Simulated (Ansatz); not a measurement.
The calculation's input:

```
crystal:
  periodic: [false, false, false]
  atoms:
    - { symbol: Si, position_ang: [-0.048221, 0.096174, -0.08587] }
    - { symbol: Cl, position_ang: [0.436768, -0.438952, 1.893448] }
    - { symbol: H, position_ang: [1.220378, -0.033337, -0.882807] }
    - { symbol: H, position_ang: [-0.646126, 1.461753, -0.171725] }
    - { symbol: H, position_ang: [-0.981574, -0.962843, -0.673188] }
    - { symbol: O, position_ang: [-2.567734, 0.10308, 1.300956] }
    - { symbol: Al, position_ang: [-2.916444, -0.996859, 0.018538] }
    - { symbol: H, position_ang: [-2.819637, -2.578818, 0.224087] }
    - { symbol: H, position_ang: [-3.542813, -0.269885, -1.252551] }
    - { symbol: H, position_ang: [-2.097097, -0.118514, 2.141513] }
basis:
  gaussian: { orbitals: def2-SVP }
hamiltonian:
  xc: lda
relax:
  f_tol: 0.03
  max_steps: 50
output:
  orbitals: {}
```

Run with:

```sh
ansatz run input.yaml --threads 2 --pin off --max-ram 3072MiB --backend cpu --events-out ev --progress --plain --runs-dir out
```

The fields are those of the run's last geometry, not of the input's.

Level of theory: RKS LDA/def2-SVP (Ansatz 0.2.0).

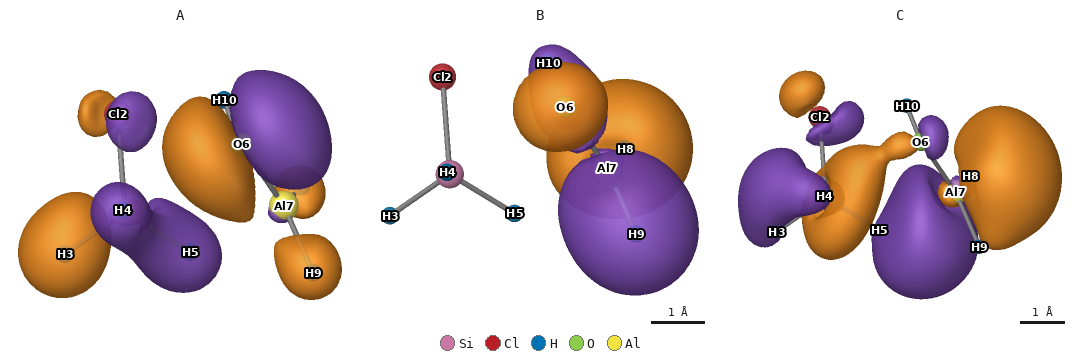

ClH3Si···AlH3O. Three frontier orbitals at ±0.08 Å⁻³ᐟ² (orange and purple are the two phases), in no order.

**Order the three orbitals by energy and name them.**

A is the HOMO−1 (−7.29 eV). By Hirshfeld shares it lies mainly on O6 (about 65 %), Si1 (about 10 %) and Al7 (about 10 %). B is the HOMO (−6.85 eV). It lies mainly on H8 (about 30 %), Al7 (about 30 %), H9 (about 20 %) and O6 (about 15 %). C is the LUMO (−1.81 eV). By Hirshfeld shares it lies mainly on Al7 (about 50 %), Si1 (about 20 %) and H5 (about 10 %).

**What is the HOMO–LUMO gap?**

5.04 eV between the orbital energies.
